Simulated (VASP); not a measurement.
Band structure of Pb (fcc). These are rev-vdW-DF2, VASP's PBE PAW potentials (set 64) (plane waves; VASP) values and carry that method's errors.

Unless said otherwise, spin-orbit coupling is left out, though it shifts the bands of the heavy elements here.

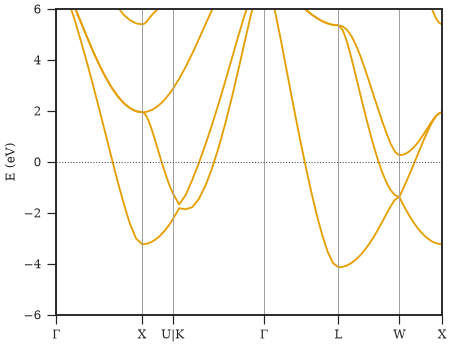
Fig. 1. Bands along high-symmetry lines, zero at the valence-band maximum or, without a gap, the Fermi level

### Question
Read the plot: is there a gap, and where are the band edges?

### Answer
It has no gap at this level: it comes out as a metal or semimetal. (Edges off the drawn lines would not show.)

The compound is Pb in the fcc structure. It was relaxed first.
